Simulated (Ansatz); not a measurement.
**CH$_{2}$FGe (SMILES [CH2]=[Ge-][F]) (charge −1): density, localisation and related maps**

```yaml
atoms:
  - { symbol: C, position_ang: [-1.6264, 0.9964, -0.8521] }
  - { symbol: F, position_ang: [-1.6150, -0.7301, 1.4242] }
  - { symbol: Ge, position_ang: [-0.9806, -0.6359, -0.3368] }
  - { symbol: H, position_ang: [-2.2220, 1.6810, -0.2319] }
  - { symbol: H, position_ang: [-1.4198, 1.3598, -1.8698] }
```

Geometry: PBE0-D3(BJ)/def2-SVPD.

Level of theory: Ansatz 0.2.0, isolated molecule in a Gaussian basis; Kohn-Sham density functional theory, functional PBE0.

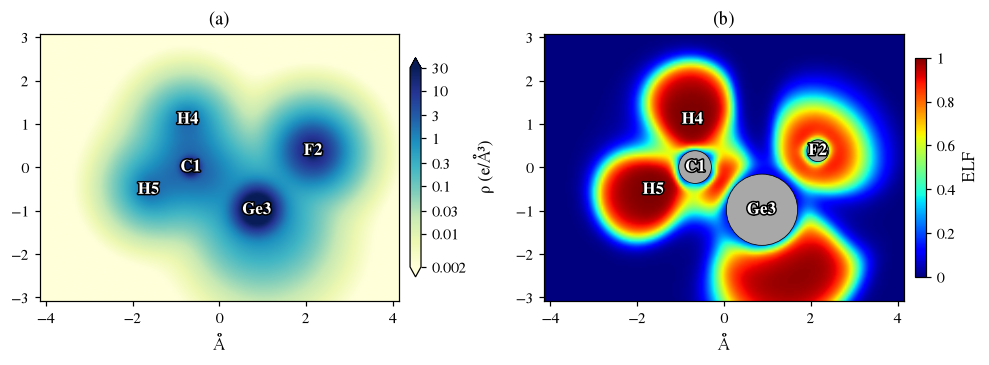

Figure 1. (a) electron density; (b) ELF on the molecular plane. Grey discs cover the atomic cores in the ELF map.

Interpret the plot.

Answer.
- Atoms in the plane: C, F, Ge and H.
- C–Ge (1.83 Å): the density is about 1 e/Å³ at the midpoint; the ELF peaks at about 0.90 in the valence shell of C, 0.7 Å from its nucleus, and is about 0.55 at the midpoint.
- Ge–F (1.87 Å): ρ is about 0.7 e/Å³ halfway; the ELF peaks at about 0.85 in the valence shell of F, 0.5 Å from its nucleus, and is about 0.25 at the midpoint.
- C–H (1.10 Å): ρ at the midpoint is about 1.9 e/Å³; the ELF climbs to about 1 towards the hydrogen, as it does in any bond to H: a covalent bond by its length.
- The ELF also peaks beside F2, away from the bonds: lone-pair regions.

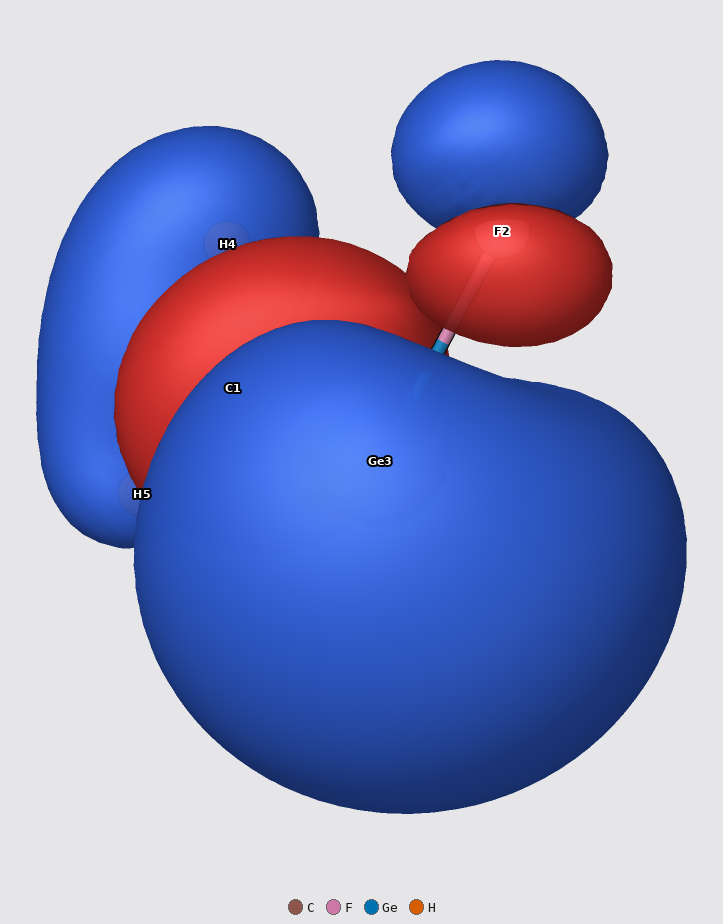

Figure 2. The HOMO−1 at ±0.06 Å⁻³ᐟ² (blue and red are the two phases), seen at an oblique angle.

Describe this orbital and give its energy.

Answer. Its weight (Hirshfeld) is mainly on Ge3 (about 70 %), C1 (about 20 %) and F2 (about 10 %); it is symmetric in the molecular plane (an in-plane orbital: σ, lone-pair or in-plane π type). Its energy is −1.15 eV.

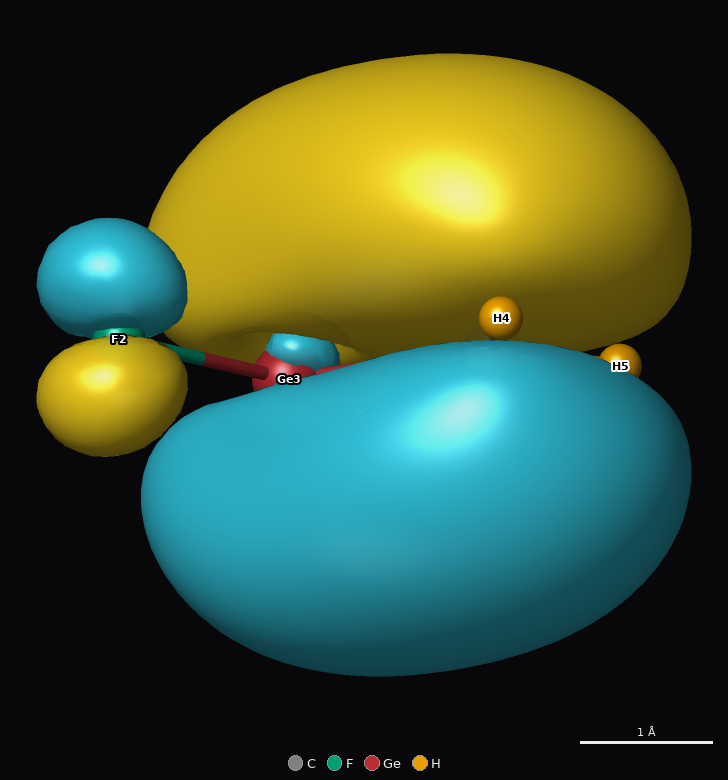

Figure 3. The HOMO at ±0.06 Å⁻³ᐟ² (yellow and cyan are the two phases), seen from one side.

Describe this orbital and give its energy.

Answer. By Hirshfeld shares it lies mainly on C1 (about 50 %) and Ge3 (about 35 %); it changes sign across the molecular plane (π type); π-bonding across C1–Ge3. Its energy is −0.54 eV.
